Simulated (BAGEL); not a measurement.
# BN2H4F (SMILES NB(N)F): HF/3-21G (density fitting with qzvpp-jkfit)

What is the energy change on altering one bond length of BN2H4F at HF/3-21G (density fitting with qzvpp-jkfit)? 

The results are computed with BAGEL 1.2.2.

### 1 Starting point

The species is BN2H4F (8 atoms), meant as a singlet with charge 0. As SMILES, `NB(N)F`. The shape is that of a PBE0-D4/def2-TZVP optimisation.

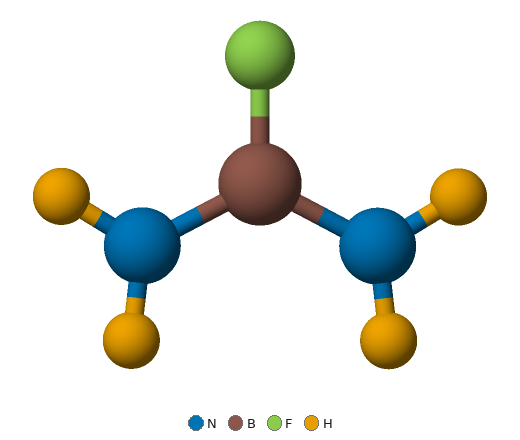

Viewed from a chosen angle; nitrogen blue, boron brown, fluorine green, hydrogen amber.

### 2 A single-point energy at HF/3-21G (density fitting with qzvpp-jkfit)

Contents of hf.json:

```json
{ "bagel" : [

{
  "title" : "molecule",
  "basis" : "3-21g",
  "df_basis" : "qzvpp-jkfit",
  "angstrom" : true,
  "geometry" : [
    { "atom" : "N", "xyz" : [   -0.498800,    1.126200,   -0.251400 ] },
    { "atom" : "B", "xyz" : [   -0.102600,   -0.220500,   -0.374700 ] },
    { "atom" : "N", "xyz" : [    0.632300,   -0.934100,    0.593100 ] },
    { "atom" : "F", "xyz" : [   -0.452700,   -0.874800,   -1.502100 ] },
    { "atom" : "H", "xyz" : [   -1.022300,    1.582800,   -0.975200 ] },
    { "atom" : "H", "xyz" : [   -0.293400,    1.705100,    0.540500 ] },
    { "atom" : "H", "xyz" : [    0.943100,   -0.548000,    1.464100 ] },
    { "atom" : "H", "xyz" : [    0.886500,   -1.893900,    0.449900 ] }
  ]
},
{
  "title" : "hf"
},
{
  "title" : "print",
  "file" : "orbitals.molden",
  "orbitals" : true
}

]}
```

The run is started by

```sh
$ BAGEL_NUM_THREADS=1 BAGEL hf.json > hf.out
```

The program printed:

```text
* using 1 threads per process

  ===============================================================
  ===============================================================

  *** Geometry ***

  { "atom" : "N", "xyz" : [     -0.942595,      2.128210,     -0.475077 ] },
  { "atom" : "B", "xyz" : [     -0.193886,     -0.416685,     -0.708080 ] },
  { "atom" : "N", "xyz" : [      1.194874,     -1.765193,      1.120797 ] },
  { "atom" : "F", "xyz" : [     -0.855479,     -1.653132,     -2.838558 ] },
  { "atom" : "H", "xyz" : [     -1.931867,      2.991059,     -1.842861 ] },
  { "atom" : "H", "xyz" : [     -0.554446,      3.222172,      1.021397 ] },
  { "atom" : "H", "xyz" : [      1.782201,     -1.035570,      2.766748 ] },
  { "atom" : "H", "xyz" : [      1.675242,     -3.578952,      0.850188 ] },

  Number of auxiliary basis functions:      378

  Since a DF basis is specified, we compute 2- and 3-index integrals:
    o Being stored without compression. Storage requirement is 0.006 GB

  Number of basis functions:       44
  Number of electrons      :       32

    * METHOD: MOLECULE                             0.08

  *** RHF ***

  === Nuclear Repulsion ===
   114.9610438144

      * DIIS with orbital gradients will be used.

  === RHF iteration (3-21g) ===
      0       -234.07122416          0.03583524           0.01
      1       -234.20874385          0.01608038           0.01
      2       -234.23957160          0.00148468           0.01
      3       -234.24006754          0.00033587           0.01
      4       -234.24008474          0.00007607           0.01
      5       -234.24008601          0.00001263           0.01
      6       -234.24008607          0.00000353           0.01
      7       -234.24008607          0.00000070           0.01
      8       -234.24008607          0.00000017           0.01
      9       -234.24008607          0.00000007           0.01
     10       -234.24008607          0.00000002           0.01
     11       -234.24008607          0.00000001           0.01
    * SCF iteration converged.

    * Permanent dipole moment:
           (   -0.269872,    -0.504680,    -0.869524) a.u.

    * METHOD: HF                                   0.23

    * METHOD: PRINT                                0.00

  ===============================================================
```

Run time: 0.44 s. Hardware: 1 thread of Arm Neoverse V2, shared host.

### 3 The distorted shape

Contents of calc.json:

```json
{ "bagel": [

{
  "title": "molecule",
  "basis": "3-21g",
  "df_basis": "qzvpp-jkfit",
  "angstrom": true,
  "geometry": [
    { "atom": "N", "xyz": [   -0.575056,    1.414126,   -0.208442 ] },
    { "atom": "B", "xyz": [   -0.178856,    0.067426,   -0.331742 ] },
    { "atom": "N", "xyz": [    0.556044,   -0.646174,    0.636058 ] },
    { "atom": "F", "xyz": [   -0.528956,   -0.586874,   -1.459142 ] },
    { "atom": "H", "xyz": [   -1.098556,    1.870726,   -0.932242 ] },
    { "atom": "H", "xyz": [   -0.369656,    1.993026,    0.583458 ] },
    { "atom": "H", "xyz": [    0.866844,   -0.260074,    1.507058 ] },
    { "atom": "H", "xyz": [    0.886500,   -1.893900,    0.449900 ] }
  ]
},
{
  "title": "hf"
},
{
  "title": "print",
  "file": "orbitals.molden",
  "orbitals": true
}

]}
```

The run is started by

```sh
$ BAGEL_NUM_THREADS=1 BAGEL calc.json > calc.out
```

The program printed:

```text
* using 1 threads per process

  ===============================================================
  ===============================================================

  *** Geometry ***

  { "atom" : "N", "xyz" : [     -1.086698,      2.672311,     -0.393898 ] },
  { "atom" : "B", "xyz" : [     -0.337989,      0.127417,     -0.626902 ] },
  { "atom" : "N", "xyz" : [      1.050771,     -1.221092,      1.201975 ] },
  { "atom" : "F", "xyz" : [     -0.999582,     -1.109031,     -2.757379 ] },
  { "atom" : "H", "xyz" : [     -2.075970,      3.535160,     -1.761682 ] },
  { "atom" : "H", "xyz" : [     -0.698549,      3.766273,      1.102576 ] },
  { "atom" : "H", "xyz" : [      1.638098,     -0.491469,      2.847927 ] },
  { "atom" : "H", "xyz" : [      1.675242,     -3.578952,      0.850188 ] },

  Number of auxiliary basis functions:      378

  Since a DF basis is specified, we compute 2- and 3-index integrals:
    o Being stored without compression. Storage requirement is 0.006 GB

  Number of basis functions:       44
  Number of electrons      :       32

    * METHOD: MOLECULE                             0.08

  *** RHF ***

  === Nuclear Repulsion ===
   113.7402041654

      * DIIS with orbital gradients will be used.

  === RHF iteration (3-21g) ===
      0       -234.01495584          0.03625169           0.01
      1       -234.15591291          0.01687293           0.01
      2       -234.19036740          0.00167272           0.01
      3       -234.19103895          0.00035985           0.01
      4       -234.19106318          0.00011962           0.01
      5       -234.19106708          0.00002011           0.01
      6       -234.19106724          0.00000546           0.01
      7       -234.19106725          0.00000217           0.01
      8       -234.19106725          0.00000065           0.01
      9       -234.19106725          0.00000015           0.01
     10       -234.19106725          0.00000007           0.01
     11       -234.19106725          0.00000002           0.01
     12       -234.19106725          0.00000000           0.01
    * SCF iteration converged.

    * Permanent dipole moment:
           (   -0.284061,    -0.460849,    -0.868068) a.u.

    * METHOD: HF                                   0.23

    * METHOD: PRINT                                0.00

  ===============================================================
```

Wall time 0.44 s (1 thread of Arm Neoverse V2, shared host).

### 4 Results

At HF/3-21G (density fitting with qzvpp-jkfit):

| quantity | value |
| --- | --- |
| first shape: total energy | -234.24009 Eh |
| first shape: dipole moment | 2.65 D |
| first shape: HOMO energy | -10.32 eV |
| first shape: LUMO energy | 7.19 eV |
| first shape: HOMO–LUMO gap | 17.51 eV |
| distorted shape: total energy | -234.19107 Eh |
| distorted shape: dipole moment | 2.60 D |
| distorted shape: HOMO energy | -10.25 eV |
| distorted shape: LUMO energy | 5.46 eV |
| distorted shape: HOMO–LUMO gap | 15.71 eV |
| energy change with the N3–H8 bond stretched from 1.003 to 1.304 Å | 1.334 eV |

What this shows: With the N3–H8 bond stretched from 1.003 to 1.304 Å the energy rises by 1.33 eV (31 kcal/mol). The first shape isn't relaxed at this level, so the change isn't measured from a minimum.
